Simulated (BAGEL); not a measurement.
**A workflow on C3H10Si (trimethylsilane)**

Aim: the energy (HF/cc-pVDZ), then the energy (NEVPT2(2,2)/cc-pVDZ) of C3H10Si (trimethylsilane). 

Program for the calculation: BAGEL 1.2.2.

1 further run of the same task is left out (set aside as unsound or not needed).

### Step 1. The structure to begin with

The species is C3H10Si (14 atoms), meant as a singlet with charge 0. SMILES: `C[SiH](C)C`. The Si2–C3 distance was set to 3.560 Å, away from the relaxed value. At this shape a bond of the SMILES string is far longer than usual.

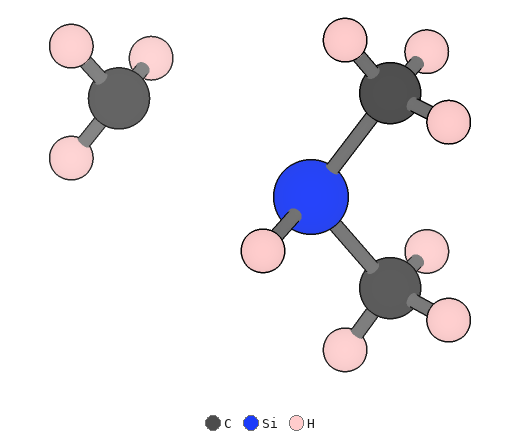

The structure, seen from a chosen angle (carbon dark grey, silicon blue, hydrogen pink).

### Step 2. A single-point energy at HF/cc-pVDZ (density fitting with svp-jkfit) (run 1)

input.json

```json
{ "bagel" : [

{
  "title" : "molecule",
  "basis" : "cc-pvdz.json",
  "df_basis" : "svp-jkfit",
  "angstrom" : true,
  "geometry" : [
    { "atom" : "C", "xyz" : [      -2.377141,       0.453787,      -1.694392 ] },
    { "atom" : "Si", "xyz" : [      -1.759141,      -0.643413,      -0.307092 ] },
    { "atom" : "C", "xyz" : [       1.239400,       0.684100,       1.077800 ] },
    { "atom" : "C", "xyz" : [      -1.471641,      -2.385513,      -0.933592 ] },
    { "atom" : "H", "xyz" : [      -3.308441,       0.068387,      -2.116892 ] },
    { "atom" : "H", "xyz" : [      -2.566241,       1.469887,      -1.339092 ] },
    { "atom" : "H", "xyz" : [      -1.641941,       0.512487,      -2.501892 ] },
    { "atom" : "H", "xyz" : [      -2.799841,      -0.688113,       0.764408 ] },
    { "atom" : "H", "xyz" : [       2.029000,       0.733500,       0.322800 ] },
    { "atom" : "H", "xyz" : [       1.601800,       0.063500,       1.901200 ] },
    { "atom" : "H", "xyz" : [       1.081800,       1.694100,       1.464300 ] },
    { "atom" : "H", "xyz" : [      -2.389141,      -2.812813,      -1.345792 ] },
    { "atom" : "H", "xyz" : [      -0.713441,      -2.396113,      -1.721692 ] },
    { "atom" : "H", "xyz" : [      -1.128441,      -3.041913,      -0.129992 ] }
  ]
},

{
  "title" : "hf"
},

{
  "title" : "print",
  "file" : "orbitals.molden",
  "orbitals" : true
}

]}
```

The basis set cc-pVDZ is read from a file made from the Basis Set Exchange's data (not shown).

Launch:

```console
$ BAGEL_NUM_THREADS=1 BAGEL input.json > input.out
```

What it wrote:

```text
* using 1 threads per process

  ===============================================================
  ===============================================================

  *** Geometry ***

  { "atom" : "C", "xyz" : [     -4.492145,      0.857533,     -3.201937 ] },
  { "atom" : "Si", "xyz" : [     -3.324295,     -1.215874,     -0.580320 ] },
  { "atom" : "C", "xyz" : [      2.342127,      1.292762,      2.036747 ] },
  { "atom" : "C", "xyz" : [     -2.780998,     -4.507966,     -1.764233 ] },
  { "atom" : "H", "xyz" : [     -6.252047,      0.129233,     -4.000346 ] },
  { "atom" : "H", "xyz" : [     -4.849493,      2.777684,     -2.530517 ] },
  { "atom" : "H", "xyz" : [     -3.102819,      0.968460,     -4.727891 ] },
  { "atom" : "H", "xyz" : [     -5.290933,     -1.300345,      1.444522 ] },
  { "atom" : "H", "xyz" : [      3.834254,      1.386114,      0.610004 ] },
  { "atom" : "H", "xyz" : [      3.026963,      0.119998,      3.592747 ] },
  { "atom" : "H", "xyz" : [      2.044306,      3.201385,      2.767126 ] },
  { "atom" : "H", "xyz" : [     -4.514822,     -5.315446,     -2.543178 ] },
  { "atom" : "H", "xyz" : [     -1.348208,     -4.527997,     -3.253526 ] },
  { "atom" : "H", "xyz" : [     -2.132444,     -5.748382,     -0.245649 ] },

  Number of auxiliary basis functions:      533

  Since a DF basis is specified, we compute 2- and 3-index integrals:
    o Being stored without compression. Storage requirement is 0.052 GB

  Number of basis functions:      110
  Number of electrons      :       42

    * METHOD: MOLECULE                             0.34

  *** RHF ***

  === Nuclear Repulsion ===
   152.1541793408

      * DIIS with orbital gradients will be used.

  === RHF iteration (cc-pvdz.json) ===
      0       -407.90210138          0.01519872           0.12
      1       -408.09059757          0.01082455           0.12
      2       -408.19814005          0.00228521           0.11
      3       -408.20492750          0.00113654           0.11
      4       -408.20635714          0.00019505           0.11
      5       -408.20643609          0.00010886           0.11
      6       -408.20645386          0.00003986           0.11
      7       -408.20645693          0.00000743           0.11
      8       -408.20645703          0.00000209           0.11
      9       -408.20645704          0.00000030           0.11
     10       -408.20645704          0.00000012           0.11
     11       -408.20645704          0.00000002           0.11
     12       -408.20645704          0.00000001           0.11
    * SCF iteration converged.

    * Permanent dipole moment:
           (    0.627825,     0.366738,     0.620744) a.u.

    * METHOD: HF                                   1.74

    * METHOD: PRINT                                0.02

  ===============================================================
```

Run time: 2.2 s. Hardware: 1 thread of Arm Neoverse V2, shared host; peak memory 0.17 GiB.

### Step 3. The energy at NEVPT2(2,2)/cc-pVDZ (density fitting with svp-jkfit) (run 2)

calc.json

```json
{ "bagel" : [

{
  "title" : "molecule",
  "basis" : "cc-pvdz.json",
  "df_basis" : "svp-jkfit",
  "angstrom" : "true",
  "geometry" : [
    { "atom" : "C", "xyz" : [   -2.377141,    0.453787,   -1.694392 ] },
    { "atom" : "Si", "xyz" : [   -1.759141,   -0.643413,   -0.307092 ] },
    { "atom" : "C", "xyz" : [    1.239400,    0.684100,    1.077800 ] },
    { "atom" : "C", "xyz" : [   -1.471641,   -2.385513,   -0.933592 ] },
    { "atom" : "H", "xyz" : [   -3.308441,    0.068387,   -2.116892 ] },
    { "atom" : "H", "xyz" : [   -2.566241,    1.469887,   -1.339092 ] },
    { "atom" : "H", "xyz" : [   -1.641941,    0.512487,   -2.501892 ] },
    { "atom" : "H", "xyz" : [   -2.799841,   -0.688113,    0.764408 ] },
    { "atom" : "H", "xyz" : [    2.029000,    0.733500,    0.322800 ] },
    { "atom" : "H", "xyz" : [    1.601800,    0.063500,    1.901200 ] },
    { "atom" : "H", "xyz" : [    1.081800,    1.694100,    1.464300 ] },
    { "atom" : "H", "xyz" : [   -2.389141,   -2.812813,   -1.345792 ] },
    { "atom" : "H", "xyz" : [   -0.713441,   -2.396113,   -1.721692 ] },
    { "atom" : "H", "xyz" : [   -1.128441,   -3.041913,   -0.129992 ] }
  ]
},
{
  "title" : "hf"
},
{
  "title" : "nevpt2",
  "nstate" : 1,
  "nact" : 2,
  "nclosed" : 20,
  "active" : [21, 22],
  "maxiter" : 200,
  "natocc" : "true",
  "ncore" : 8
},
{
  "title" : "print",
  "file" : "orbitals.molden",
  "orbitals" : "true"
}

]}
```

The basis set cc-pVDZ is read from a file made from the Basis Set Exchange's data (not shown).

Launch:

```console
$ BAGEL_NUM_THREADS=1 BAGEL calc.json > calc.out
```

What it wrote:

```text
* using 1 threads per process

  ===============================================================
  ===============================================================

  *** Geometry ***

  { "atom" : "C", "xyz" : [     -4.492145,      0.857533,     -3.201937 ] },
  { "atom" : "Si", "xyz" : [     -3.324295,     -1.215874,     -0.580320 ] },
  { "atom" : "C", "xyz" : [      2.342127,      1.292762,      2.036747 ] },
  { "atom" : "C", "xyz" : [     -2.780998,     -4.507966,     -1.764233 ] },
  { "atom" : "H", "xyz" : [     -6.252047,      0.129233,     -4.000346 ] },
  { "atom" : "H", "xyz" : [     -4.849493,      2.777684,     -2.530517 ] },
  { "atom" : "H", "xyz" : [     -3.102819,      0.968460,     -4.727891 ] },
  { "atom" : "H", "xyz" : [     -5.290933,     -1.300345,      1.444522 ] },
  { "atom" : "H", "xyz" : [      3.834254,      1.386114,      0.610004 ] },
  { "atom" : "H", "xyz" : [      3.026963,      0.119998,      3.592747 ] },
  { "atom" : "H", "xyz" : [      2.044306,      3.201385,      2.767126 ] },
  { "atom" : "H", "xyz" : [     -4.514822,     -5.315446,     -2.543178 ] },
  { "atom" : "H", "xyz" : [     -1.348208,     -4.527997,     -3.253526 ] },
  { "atom" : "H", "xyz" : [     -2.132444,     -5.748382,     -0.245649 ] },

  Number of auxiliary basis functions:      533

  Since a DF basis is specified, we compute 2- and 3-index integrals:
    o Being stored without compression. Storage requirement is 0.052 GB

  Number of basis functions:      110
  Number of electrons      :       42

    * METHOD: MOLECULE                             0.34

  *** RHF ***

  === Nuclear Repulsion ===
   152.1541793408

      * DIIS with orbital gradients will be used.

  === RHF iteration (cc-pvdz.json) ===
      0       -407.90210138          0.01519872           0.11
      1       -408.09059757          0.01082455           0.11
      2       -408.19814005          0.00228521           0.12
      3       -408.20492750          0.00113654           0.12
      4       -408.20635714          0.00019505           0.12
      5       -408.20643609          0.00010886           0.12
      6       -408.20645386          0.00003986           0.12
      7       -408.20645693          0.00000743           0.11
      8       -408.20645703          0.00000209           0.12
      9       -408.20645704          0.00000030           0.11
     10       -408.20645704          0.00000012           0.11
     11       -408.20645704          0.00000002           0.11
     12       -408.20645704          0.00000001           0.11
    * SCF iteration converged.

    * Permanent dipole moment:
           (    0.627825,     0.366738,     0.620744) a.u.

    * METHOD: HF                                   1.74

    * freezing 8 orbitals
  ---------------------------
      CASSCF calculation
  ---------------------------

    ==== Active orbitals : =====
         Orbital 21
         Orbital 22
    ============================

    * nstate   :      1
    * nclosed  :     20
    * nact     :      2
    * nvirt    :     88
  === CASSCF iteration (cc-pvdz.json) ===

    * Using the second-order algorithm

      0  0      -408.25980238     4.36e-03      0.04

      1  0      -408.27874829     4.87e-04      0.64

      2  0      -408.27895165     1.01e-04      0.63

      3  0      -408.27895806     2.66e-05      0.63

      4  0      -408.27895847     7.28e-06      0.62

      5  0      -408.27895849     1.99e-06      0.63

      6  0      -408.27895850     5.42e-07      0.63

      7  0      -408.27895850     1.47e-07      0.59

      8  0      -408.27895850     4.00e-08      0.55

      9  0      -408.27895850     1.09e-08      0.51

     10  0      -408.27895850     2.95e-09      0.47

    * Second-order optimization converged. *

     guess   0:   closed 1.                   open ..

  === FCI iteration ===

      0  0      -408.19710664     7.62e-02      0.00
      1  0      -408.27688965     1.28e-02      0.00
      2  0 *    -408.27895850     3.38e-16      0.00

     * ci vector, state   0, <S^2> = 0.0000
       2.     0.8803654374
       .2    -0.4742960010

  === DF-NEVPT2 calculation ===

    * 3-index integral transformation done
    * assembly done

      NEVPT2 correlation energy:   -0.5135271275      0.34

          (+0)     -0.4467700038
          (+0)'    -0.0115201105
          (+1)     -0.0124052183
          (+1)'    -0.0000000000
          (+2)     -0.0002236600
          (-1)     -0.0417002822
          (-1)'     0.0000000000
          (-2)     -0.0009078527

      NEVPT2 total energy:       -408.7924856242

    * METHOD: NEVPT2                               6.79

    * METHOD: PRINT                                0.02

  ===============================================================
```

Run time: 9.3 s. Hardware: 1 thread of Arm Neoverse V2, shared host; peak memory 0.17 GiB.

### Step 4. Results

| quantity | value |
| --- | --- |
| run 1, HF/cc-pVDZ: total energy | -408.20646 Eh |
| run 1, HF/cc-pVDZ: dipole moment | 2.43 D |
| run 1, HF/cc-pVDZ: HOMO energy | -6.97 eV |
| run 1, HF/cc-pVDZ: LUMO energy | 0.67 eV |
| run 1, HF/cc-pVDZ: HOMO–LUMO gap | 7.63 eV |
| run 2, NEVPT2(2,2)/cc-pVDZ: total energy | -408.79249 Eh |

What this shows: One bond (run 1, HF/cc-pVDZ) is far stretched, which a spin-restricted single reference describes badly; a broken-symmetry solution may lie lower.
